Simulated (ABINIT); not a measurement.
# Quasiparticle gap of SiO2 (P3_221) in ABINIT, part 2 of 3

Aim: the G0W0 gap of SiO2 (P3_221) on PBE, step by step.

ABINIT 10.8.3; PBE and many-body steps on it, plane waves. Known limits of the many-body steps: not at the basis limit; coarse k mesh.

So far. Step 2 (Ground state): The gap is indirect, with the least direct gap 0.32 eV higher.

## 3. Bands along the symmetry lines

Level of this step: DFT, PBE, plane waves, norm-conserving pseudopotentials (ABINIT).

Levels along a band path, at the cheap level, show where the edges lie and whether the meshes to come will hold them.

run.abi

```
acell 3*1.0 Angstrom
rprim 
  4.916359999971 0.000000000007 0.000000000000
  -2.458179999991 4.257692654122 0.000000000000
  0.000000000000 0.000000000000 5.408400000000
ntypat 2
znucl 14 8
natom 9
typat 1 1 1 2 2 2 2 2 2
xred 
  0.469730000000 0.000000000000 0.666666666667
  0.000000000000 0.469730000000 0.333333333333
  0.530270000000 0.530270000000 -0.000000000000
  0.413540000000 0.267580000000 0.785580000000
  0.732420000000 0.145960000000 0.452246666667
  0.854040000000 0.586460000000 0.118913333333
  0.267580000000 0.413540000000 0.214420000000
  0.145960000000 0.732420000000 0.547753333333
  0.586460000000 0.854040000000 0.881086666667
pp_dirpath "pseudos"
pseudos "Si.upf, O.upf"
ecut 36
iscf -2
irdden 1
kptopt 0
nkpt 39
kpt 
  0.00000000 0.00000000 0.00000000
  0.12500000 0.00000000 0.00000000
  0.25000000 0.00000000 0.00000000
  0.37500000 0.00000000 0.00000000
  0.50000000 0.00000000 0.00000000
  0.45833333 0.08333333 0.00000000
  0.41666666 0.16666666 0.00000000
  0.37500000 0.25000000 0.00000000
  0.33333333 0.33333333 0.00000000
  0.25000000 0.25000000 0.00000000
  0.16666666 0.16666666 0.00000000
  0.08333333 0.08333333 0.00000000
  0.00000000 0.00000000 0.00000000
  0.00000000 0.00000000 0.12500000
  0.00000000 0.00000000 0.25000000
  0.00000000 0.00000000 0.37500000
  0.00000000 0.00000000 0.50000000
  0.12500000 0.00000000 0.50000000
  0.25000000 0.00000000 0.50000000
  0.37500000 0.00000000 0.50000000
  0.50000000 0.00000000 0.50000000
  0.45833333 0.08333333 0.50000000
  0.41666666 0.16666666 0.50000000
  0.37500000 0.25000000 0.50000000
  0.33333333 0.33333333 0.50000000
  0.25000000 0.25000000 0.50000000
  0.16666666 0.16666666 0.50000000
  0.08333333 0.08333333 0.50000000
  0.00000000 0.00000000 0.50000000
  0.50000000 0.00000000 0.50000000
  0.50000000 0.00000000 0.37500000
  0.50000000 0.00000000 0.25000000
  0.50000000 0.00000000 0.12500000
  0.50000000 -0.00000000 0.00000000
  0.33333333 0.33333333 0.50000000
  0.33333333 0.33333333 0.37500000
  0.33333333 0.33333333 0.25000000
  0.33333333 0.33333333 0.12500000
  0.33333333 0.33333333 0.00000000
istwfk *1
nband 37
nbdbuf 8
tolwfr 1e-07
nstep 50
prtwf 0
prtvol 0
indata_prefix "in"
outdata_prefix "out"
tmpdata_prefix "tmp"
```

Command:

```bash
$ OMP_NUM_THREADS=1 mpirun -n 4 abinit run.abi > log
```

Numbers of over 12 decimals in the logs are rounded to 6 here.

What it wrote:

```text
.Version 10.8.3 of ABINIT. v10.8.2 released Aug 2026.

 Symmetries : space group P3_2 2 1 (#154); Bravais hP (primitive hexag.)
[... echo of the input left out ...]
== DATASET  1 ==================================================================
-   mpi_nproc: 4, omp_nthreads: 1 (-1 if OMP is not activated)

--- !DatasetInfo
iteration_state: {dtset: 1, }
dimensions: {natom: 9, nkpt: 39, mband: 37, nsppol: 1, nspinor: 1, nspden: 1, mpw: 7935, }
cutoff_energies: {ecut:  36.0, pawecutdg:  -1.0, }
electrons: {nelect:   4.80000000E+01, charge:   0.00000000E+00, occopt:   1.00000000E+00, tsmear:   1.00000000E-02, }

 Real(R)+Recip(G) space primitive vectors, cartesian coordinates (Bohr,Bohr^-1):
 R(1)=  9.2905739  0.0000000  0.0000000  G(1)=  0.1076360  0.0621437  0.0000000
 R(2)= -4.6452870  8.0458730  0.0000000  G(2)=  0.0000000  0.1242873  0.0000000
 R(3)=  0.0000000  0.0000000 10.2203948  G(3)=  0.0000000  0.0000000  0.0978436
 Unit cell volume ucvol=  7.6398247E+02 bohr^3
 Angles (23,13,12)=  9.00000000E+01  9.00000000E+01  1.20000000E+02 degrees

 getcut: wavevector=  0.0000  0.0000  0.0000  ngfft=  54  54  60
         ecut(hartree)=     36.000   => boxcut(ratio)=   2.15246

--- Pseudopotential description ------------------------------------------------
- Si Generated using ONCVPSP code by D. R. Hamann
- 14.00000   4.00000  171031                  znucl, zion, pspdat
12 -101130 2 -1 1510                          pspcod,pspxc,lmax,lloc,mmax
     nproj     2     2     2
  pspatm : epsatm=    9.34321561
         --- l  ekb(1:nproj) -->
             0    5.168965    0.829883
             1    2.571282    0.578307
             2   -2.427311   -0.488097
 pspatm: atomic psp has been read  and splines computed

- O Generated using ONCVPSP code by D. R. Hamann
-  8.00000   6.00000  171031                  znucl, zion, pspdat
12 -101130 2 -1 936                           pspcod,pspxc,lmax,lloc,mmax
     nproj     2     2     1
  pspatm : epsatm=    6.19545534
         --- l  ekb(1:nproj) -->
[...]
2   -1.331955
 pspatm: atomic psp has been read  and splines computed

--------------------------------------------------------------------------------

================================================================================
 prteigrs : about to open file out_EIG
 Non-SCF case, kpt    1 (  0.00000  0.00000  0.00000), residuals and eigenvalues=
  2.58E-08  1.69E-08  6.55E-08  5.66E-08  2.50E-08  3.37E-08  1.51E-08  3.56E-08
  4.53E-08  2.63E-08  3.30E-08  9.53E-08  2.86E-08  8.98E-08  2.47E-08  3.40E-08
  3.94E-08  7.85E-08  8.44E-08  3.00E-08  8.78E-08  6.54E-08  3.90E-08  9.57E-08
[...]
3.63E-06  4.66E-05  1.09E-04  2.27E-04  1.41E-03
 -7.0406E-01 -6.4788E-01 -6.4788E-01 -6.2422E-01 -6.2303E-01 -6.2303E-01
 -2.9529E-01 -2.9529E-01 -1.9193E-01 -1.9157E-01 -1.8494E-01 -1.8494E-01
[...]
4.8531E-01

--- !ResultsGS
iteration_state: {dtset: 1, }
comment   : Summary of ground state results
lattice_vectors:
- [  9.2905739,   0.0000000,   0.0000000, ]
- [ -4.6452870,   8.0458730,   0.0000000, ]
- [  0.0000000,   0.0000000,  10.2203948, ]
lattice_lengths: [   9.29057,    9.29057,   10.22039, ]
lattice_angles: [ 90.000,  90.000, 120.000, ] # degrees, (23, 13, 12)
lattice_volume:   7.6398247E+02
convergence: {deltae:  0.000E+00, res2:  0.000E+00, residm:  9.986E-08, diffor:  0.000E+00, }
etotal    :  -1.12355417E+02
entropy   :   0.00000000E+00
fermie    :   7.22210299E-03
cartesian_stress_tensor: null
pressure_GPa: null
xred      :
- [  4.6973E-01,   7.4015E-17,   6.6667E-01, Si]
- [  1.6639E-18,   4.6973E-01,   3.3333E-01, Si]
- [  5.3027E-01,   5.3027E-01,   9.2519E-18, Si]
- [  4.1354E-01,   2.6758E-01,   7.8558E-01,  O]
- [  7.3242E-01,   1.4596E-01,   4.5225E-01,  O]
- [  8.5404E-01,   5.8646E-01,   1.1891E-01,  O]
- [  2.6758E-01,   4.1354E-01,   2.1442E-01,  O]
- [  1.4596E-01,   7.3242E-01,   5.4775E-01,  O]
- [  5.8646E-01,   8.5404E-01,   8.8109E-01,  O]
cartesian_forces: null
force_length_stats: {min: null, max: null, mean: null, }

 Integrated electronic density in atomic spheres:
 ------------------------------------------------
 Atom  Sphere_radius  Integrated_density
[...]
================================================================================

 ----iterations are completed or convergence reached----

 Mean square residual over all n,k,spin=   49.400E-09; max=  99.857E-09
 reduced coordinates (array xred) for    9 atoms
[...]
0.145960000000      0.732420000000      0.547753333333
       0.586460000000      0.854040000000      0.881086666667

 cartesian coordinates (angstrom) at end:
    1      2.309362     3.29e-12     3.605600
    2     -1.154681     1.999966     1.802800
    3      1.303499     2.257727     0.000000
[...]
8     -1.082828     3.118419     2.962469
    9      0.783864     3.636240     4.765269
 length scales=  1.889726125908  1.889726125908  1.889726125908 bohr
              =  1.000000000000  1.000000000000  1.000000000000 angstroms
 prteigrs : about to open file out_EIG
 Eigenvalues (hartree) for nkpt=  39  k points:
 kpt#   1, nband= 37, wtk=  1.00000, kpt=  0.0000  0.0000  0.0000 (reduced coord)
[...]
kpt#   2, nband= 37, wtk=  1.00000, kpt=  0.1250  0.0000  0.0000 (reduced coord)
[...]
kpt#   3, nband= 37, wtk=  1.00000, kpt=  0.2500  0.0000  0.0000 (reduced coord)
[...]
kpt#  38, nband= 37, wtk=  1.00000, kpt=  0.3333  0.3333  0.1250 (reduced coord)
[...]
0.44201    0.46214    0.46747    0.48612    0.48696
 kpt#  39, nband= 37, wtk=  1.00000, kpt=  0.3333  0.3333  0.0000 (reduced coord)
[...]
-0.06818   -0.06242   -0.05562   -0.03780   -0.03780   -0.00873   -0.00873    0.00722
   0.33569    0.33569    0.35394    0.38873    0.39447    0.39447    0.40742    0.40742
   0.44974    0.46113    0.48372    0.48425    0.48531

== END DATASET(S) ==============================================================
================================================================================

 -outvars: echo values of variables after computation  --------
            nband          37
             nkpt          39
          spgroup         154
 [... the other variables as echoed above ...]

 Calculation completed.
```

The job ended after 54 s (4 MPI ranks of Arm Neoverse V2, shared host; peak memory 0.48 GiB; 3.6 min of CPU time).

This step gave:

```
gap                        : 6.031 eV
k of the valence top       : 0.3333, 0.3333, 0
k of the conduction bottom : 0, 0, 0
least direct gap           : 6.346 eV
```

The gap is 6.031 eV, as in the run before at this level.

Electronic bands along the path, in eV, zero at the top of the highest filled band:

```csv
point,band 21,band 22,band 23,band 24,band 25,band 26,band 27,band 28
Γ,-1.00,-0.68,-0.32,-0.32,6.03,9.33,9.33,9.78
M,-1.03,-0.78,-0.27,-0.04,8.28,9.01,9.73,9.74
K,-1.23,-0.43,-0.43,0.00,8.94,8.94,9.43,10.38
Γ,-1.00,-0.68,-0.32,-0.32,6.03,9.33,9.33,9.78
A,-1.21,-0.21,-0.21,-0.09,7.97,7.97,9.08,9.76
L,-0.88,-0.84,-0.60,-0.19,8.93,9.41,9.69,9.85
H,-0.93,-0.76,-0.58,-0.58,9.02,9.81,9.81,10.12
A,-1.21,-0.21,-0.21,-0.09,7.97,7.97,9.08,9.76
jump to L,-0.88,-0.84,-0.60,-0.19,8.93,9.41,9.69,9.85
M,-1.03,-0.78,-0.27,-0.04,8.28,9.01,9.73,9.74
jump to H,-0.93,-0.76,-0.58,-0.58,9.02,9.81,9.81,10.12
K,-1.23,-0.43,-0.43,0.00,8.94,8.94,9.43,10.38
```

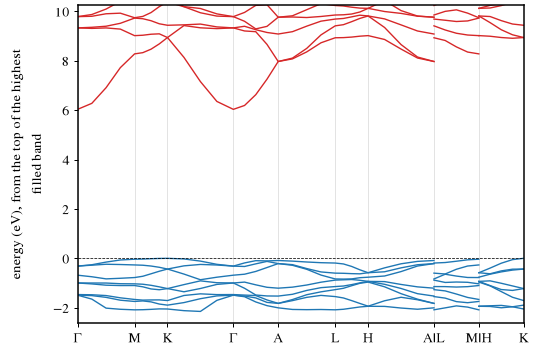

Electronic bands along the path; lines of filled and empty bands in two colours.

## 4. Empty states on the mesh, 3×3×2 mesh, 236 bands

The sums over transitions need many empty states on a uniform mesh; this step solves for them.

run.abi

```
acell 3*1.0 Angstrom
rprim 
  4.916359999971 0.000000000007 0.000000000000
  -2.458179999991 4.257692654122 0.000000000000
  0.000000000000 0.000000000000 5.408400000000
ntypat 2
znucl 14 8
natom 9
typat 1 1 1 2 2 2 2 2 2
xred 
  0.469730000000 0.000000000000 0.666666666667
  0.000000000000 0.469730000000 0.333333333333
  0.530270000000 0.530270000000 -0.000000000000
  0.413540000000 0.267580000000 0.785580000000
  0.732420000000 0.145960000000 0.452246666667
  0.854040000000 0.586460000000 0.118913333333
  0.267580000000 0.413540000000 0.214420000000
  0.145960000000 0.732420000000 0.547753333333
  0.586460000000 0.854040000000 0.881086666667
pp_dirpath "pseudos"
pseudos "Si.upf, O.upf"
ecut 36
ngkpt 3 3 2
nshiftk 1
shiftk 0 0 0
kptopt 1
chksymbreak 0
iscf -2
irdden 1
istwfk *1
nband 236
nbdbuf 20
tolwfr 1e-09
nstep 60
prtvol 0
indata_prefix "in"
outdata_prefix "out"
tmpdata_prefix "tmp"
```

What it wrote:

```text
.Version 10.8.3 of ABINIT. v10.8.2 released Aug 2026.

 Symmetries : space group P3_2 2 1 (#154); Bravais hP (primitive hexag.)
[... echo of the input left out ...]
== DATASET  1 ==================================================================
-   mpi_nproc: 4, omp_nthreads: 1 (-1 if OMP is not activated)

--- !DatasetInfo
iteration_state: {dtset: 1, }
dimensions: {natom: 9, nkpt: 6, mband: 236, nsppol: 1, nspinor: 1, nspden: 1, mpw: 7935, }
cutoff_energies: {ecut:  36.0, pawecutdg:  -1.0, }
electrons: {nelect:   4.80000000E+01, charge:   0.00000000E+00, occopt:   1.00000000E+00, tsmear:   1.00000000E-02, }

 Real(R)+Recip(G) space primitive vectors, cartesian coordinates (Bohr,Bohr^-1):
 R(1)=  9.2905739  0.0000000  0.0000000  G(1)=  0.1076360  0.0621437  0.0000000
 R(2)= -4.6452870  8.0458730  0.0000000  G(2)=  0.0000000  0.1242873  0.0000000
 R(3)=  0.0000000  0.0000000 10.2203948  G(3)=  0.0000000  0.0000000  0.0978436
 Unit cell volume ucvol=  7.6398247E+02 bohr^3
 Angles (23,13,12)=  9.00000000E+01  9.00000000E+01  1.20000000E+02 degrees

 getcut: wavevector=  0.0000  0.0000  0.0000  ngfft=  54  54  60
         ecut(hartree)=     36.000   => boxcut(ratio)=   2.15246

--- Pseudopotential description ------------------------------------------------
- Si Generated using ONCVPSP code by D. R. Hamann
- 14.00000   4.00000  171031                  znucl, zion, pspdat
12 -101130 2 -1 1510                          pspcod,pspxc,lmax,lloc,mmax
     nproj     2     2     2
  pspatm : epsatm=    9.34321561
         --- l  ekb(1:nproj) -->
             0    5.168965    0.829883
             1    2.571282    0.578307
             2   -2.427311   -0.488097
 pspatm: atomic psp has been read  and splines computed

- O Generated using ONCVPSP code by D. R. Hamann
-  8.00000   6.00000  171031                  znucl, zion, pspdat
12 -101130 2 -1 936                           pspcod,pspxc,lmax,lloc,mmax
     nproj     2     2     1
  pspatm : epsatm=    6.19545534
         --- l  ekb(1:nproj) -->
[...]
2   -1.331955
 pspatm: atomic psp has been read  and splines computed

--------------------------------------------------------------------------------

================================================================================
 prteigrs : about to open file out_EIG
 Non-SCF case, kpt    1 (  0.00000  0.00000  0.00000), residuals and eigenvalues=
  9.13E-10  4.61E-11  9.08E-10  4.85E-11  5.00E-11  5.75E-11  1.01E-10  6.88E-11
  8.96E-11  7.72E-11  9.81E-11  1.03E-10  7.88E-11  9.43E-11  9.85E-11  1.12E-10
  8.83E-11  9.99E-11  8.48E-11  9.90E-11  7.03E-11  7.55E-11  8.59E-11  8.82E-11
[...]
2.23E-05  1.74E-04  1.85E-04  3.22E-04
 -7.0406E-01 -6.4788E-01 -6.4788E-01 -6.2422E-01 -6.2303E-01 -6.2303E-01
 -2.9529E-01 -2.9529E-01 -1.9193E-01 -1.9157E-01 -1.8494E-01 -1.8494E-01
 -1.0033E-01 -1.0033E-01 -9.1767E-02 -8.2419E-02 -4.7610E-02 -4.7610E-02
[...]
2.9235E+00  2.9446E+00  2.9555E+00  2.9555E+00  2.9839E+00  2.9839E+00
  3.0008E+00  3.0030E+00  3.0030E+00  3.0144E+00  3.0335E+00  3.0338E+00
  3.0531E+00  3.0757E+00
 prteigrs : prtvol=0 or 1, do not print more k-points.

--- !ResultsGS
iteration_state: {dtset: 1, }
comment   : Summary of ground state results
lattice_vectors:
- [  9.2905739,   0.0000000,   0.0000000, ]
- [ -4.6452870,   8.0458730,   0.0000000, ]
- [  0.0000000,   0.0000000,  10.2203948, ]
lattice_lengths: [   9.29057,    9.29057,   10.22039, ]
lattice_angles: [ 90.000,  90.000, 120.000, ] # degrees, (23, 13, 12)
lattice_volume:   7.6398247E+02
convergence: {deltae:  0.000E+00, res2:  0.000E+00, residm:  9.979E-10, diffor:  0.000E+00, }
etotal    :  -1.12355417E+02
entropy   :   0.00000000E+00
fermie    :   7.22210299E-03
cartesian_stress_tensor: null
pressure_GPa: null
xred      :
- [  4.6973E-01,   7.4015E-17,   6.6667E-01, Si]
- [  1.6639E-18,   4.6973E-01,   3.3333E-01, Si]
- [  5.3027E-01,   5.3027E-01,   9.2519E-18, Si]
- [  4.1354E-01,   2.6758E-01,   7.8558E-01,  O]
- [  7.3242E-01,   1.4596E-01,   4.5225E-01,  O]
- [  8.5404E-01,   5.8646E-01,   1.1891E-01,  O]
- [  2.6758E-01,   4.1354E-01,   2.1442E-01,  O]
- [  1.4596E-01,   7.3242E-01,   5.4775E-01,  O]
- [  5.8646E-01,   8.5404E-01,   8.8109E-01,  O]
cartesian_forces: null
force_length_stats: {min: null, max: null, mean: null, }

 Integrated electronic density in atomic spheres:
 ------------------------------------------------
 Atom  Sphere_radius  Integrated_density
[...]
================================================================================

 ----iterations are completed or convergence reached----

 Mean square residual over all n,k,spin=   37.220E-11; max=  99.795E-11
 reduced coordinates (array xred) for    9 atoms
[...]
0.145960000000      0.732420000000      0.547753333333
       0.586460000000      0.854040000000      0.881086666667

 cartesian coordinates (angstrom) at end:
    1      2.309362     3.29e-12     3.605600
    2     -1.154681     1.999966     1.802800
[...]
9      0.783864     3.636240     4.765269
 length scales=  1.889726125908  1.889726125908  1.889726125908 bohr
              =  1.000000000000  1.000000000000  1.000000000000 angstroms
 prteigrs : about to open file out_EIG
 Eigenvalues (hartree) for nkpt=   6  k points:
 kpt#   1, nband=236, wtk=  0.05556, kpt=  0.0000  0.0000  0.0000 (reduced coord)
[...]
2.87251    2.87742    2.87742    2.89578    2.90548    2.92347    2.92347    2.94458
   2.95551    2.95551    2.98391    2.98392    3.00081    3.00297    3.00298    3.01445
   3.03351    3.03384    3.05306    3.07574
 prteigrs : prtvol=0 or 1, do not print more k-points.

== END DATASET(S) ==============================================================
================================================================================

 -outvars: echo values of variables after computation  --------
            nband         236
             nkpt           6
          spgroup         154
 [... the other variables as echoed above ...]

 Calculation completed.
```

Wall time 2.7 min (4 MPI ranks); peak memory 0.55 GiB.

Numbers from this step:

* gap: 6.031 eV
* k of the valence top: 0.3333, 0.3333, 0
* k of the conduction bottom: 0, 0, 0
* least direct gap: 6.346 eV
* k points computed: 6
* lowest point of the top converged band, above the valence top: 77.6471 eV

On this mesh the gap is 6.031 eV.

## 5. Screening, 3×3×2 mesh, 216 bands, screening to 155.1 eV

The RPA dielectric matrix is built and inverted for each q.

This step: RPA screening on PBE, plane waves, norm-conserving pseudopotentials.

run.abi: that of step 4 with these lines changed.

```diff
@@ -27,10 +27,11 @@
 chksymbreak 0
-iscf -2
-irdden 1
 istwfk *1
-nband 236
-nbdbuf 20
-tolwfr 1e-09
-nstep 60
-prtvol 0
+occopt 1
+irdwfk 1
+optdriver 3
+nband 216
+ecuteps 5.7
+inclvkb 2
+awtr 1
+symchi 1
 indata_prefix "in"
```

What it wrote:

```text
.Version 10.8.3 of ABINIT. v10.8.2 released Aug 2026.

 Symmetries : space group P3_2 2 1 (#154); Bravais hP (primitive hexag.)
[... echo of the input left out ...]
== DATASET  1 ==================================================================
-   mpi_nproc: 4, omp_nthreads: 1 (-1 if OMP is not activated)

--- !DatasetInfo
iteration_state: {dtset: 1, }
dimensions: {natom: 9, nkpt: 6, mband: 216, nsppol: 1, nspinor: 1, nspden: 1, mpw: 7935, }
cutoff_energies: {ecut:  36.0, pawecutdg:  -1.0, }
electrons: {nelect:   4.80000000E+01, charge:   0.00000000E+00, occopt:   1.00000000E+00, tsmear:   1.00000000E-02, }

 SCREENING: Calculation of the susceptibility and dielectric matrices

 Based on a program developped by R.W. Godby, V. Olevano, G. Onida, and L. Reining.
 Incorporated in ABINIT by V. Olevano, G.-M. Rignanese, and M. Torrent.
.Using double precision arithmetic ; gwpc =  8

[... cell and pseudopotentials left out ...]
--------------------------------------------------------------------------------

 ==== K-mesh for the wavefunctions ====
 Number of points in the irreducible wedge :     6
[... list of points left out ...]
 Together with  6 symmetry operations and time-reversal symmetry
 yields    18 points in the full Brillouin Zone.

 ==== Q-mesh for the screening function ====
 Number of points in the irreducible wedge :     6
[... list of points left out ...]
 Together with  6 symmetry operations and time-reversal symmetry
 yields    18 points in the full Brillouin Zone.

 setmesh: FFT mesh size selected  =    36x   36x   45
          total number of points  =        58320

 vcoul_init : cutoff-mode = AUXILIARY_FUNCTION
 q-points for optical limit:   1
     1)      0.000010    0.000020    0.000030

- screening: taking advantage of time-reversal symmetry
- Maximum band index for partially occupied states nbvw = 24
- Remaining bands to be divided among processors   nbcw = 192
- Number of bands treated by each node ~48

 Number of electrons calculated from density =   48.0000; Expected =   48.0000
 average of density, n =  0.062829
 r_s =    1.5605
 omega_plasma =   24.1788 [eV]

 calculating chi0 at frequencies [eV] :
  1    0.000000E+00    0.000000E+00
  2    0.000000E+00    2.417879E+01

--------------------------------------------------------------------------------
  q-point number  1        q = ( 0.000000, 0.000000, 0.000000) [r.l.u.]
--------------------------------------------------------------------------------
[... chi0 elements left out ...]
 For q-point:  0.000010 0.000020 0.000030
  dielectric constant =   2.3273
  dielectric constant without local fields =   2.5405

  Average fulfillment of the sum rule on Im[epsilon] for q-point    1 :     68.57  [%]
[... wings left out ...]
  q-point number  2        q = ( 0.333333, 0.000000, 0.000000) [r.l.u.]
--------------------------------------------------------------------------------
[... chi0 elements left out ...]
  Average fulfillment of the sum rule on Im[epsilon] for q-point    2 :     74.08  [%]

 [... 4 further q-points ...]
```

It took 2.6 min on 4 MPI ranks; peak memory 2.3 GiB; 10 min of CPU time.

Numbers from this step:

```
ε∞ with local fields, on this mesh, along the program's q direction : 2.327
the same without local fields                                       : 2.541
plasma frequency                                                    : 24.18 eV
plane waves in the screening matrix                                 : 503
```

Local fields lower ε∞ by 8 %. On a Γ-centred mesh this coarse the value itself is usually too large, while a short band sum pulls it down.

[end of part 2 of 3]

[Paths, hosts, dates, memory and timing lines, banners, echoed tables and standing remarks are left out of the program output.]

[Logs are printed without paths, hosts, clocks, repeated set-up lines and the standing remarks that a program may print on its own settings, such as how far it seeks lower states.]

[Runs of the session that timed out or met a known fault of the program may be left out.]

[Hosts, paths, dates, database ids (printed as entryN), source tags and the programs' standing remarks are cut or masked in the printed files.]

[G0W0 gaps are taken among the corrected bands and points alone; a level outside them can change the order at an edge.]

[Where Ansatz stands beside ABINIT at settings called matched, ABINIT's density can come from a denser mesh and the files from another edition; pairs whose starting gaps differed by over 0.03 eV were left out, so agreement reads better than it is.]
